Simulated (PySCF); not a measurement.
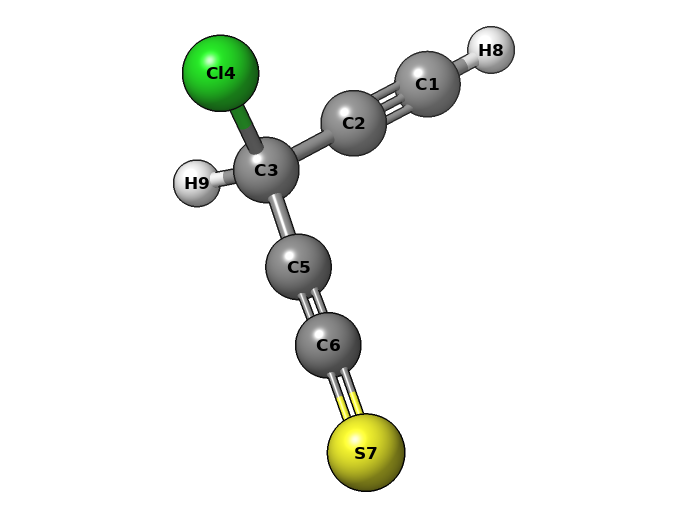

The species is neutral and a spin doublet. The geometry was computed by an optimisation with GFN2-xTB. No frequency run is at hand to confirm it as a minimum. Level of theory: UKS B3LYP, pcH-1 on C Cl H S, non-relativistic (PySCF 2.14.0). The run warned: orbitally degenerate or nearly so: second-order g, spin-orbit hyperfine and D do not apply. Fermi-contact and spin-dipolar terms alone, no spin-orbit part.

Which nucleus has the largest dipolar (anisotropic) hyperfine coupling?

Answer. 33S at S7: principal values −63.9, −62.4, 126.3 MHz.

List the isotropic and dipolar parts for the most strongly coupled nuclei, one of each equivalent set.

```csv
atom,isotope,a_iso (MHz),dipolar part (MHz)
S7,33S,16.3,"−63.9, −62.4, 126.3"
C5,13C,35.0,"−37.8, −34.0, 71.8"
C6,13C,−41.2,"−6.0, −3.9, 9.9"
H9,1H,42.1,"−2.9, −2.0, 4.9"
C2,13C,34.2,"−2.4, −1.5, 3.9"
C1,13C,3.1,"−2.0, −0.7, 2.6"
H8,1H,−0.6,"−1.1, −0.4, 1.6"
C3,13C,−16.4,"−1.2, 0.5, 0.8"
```
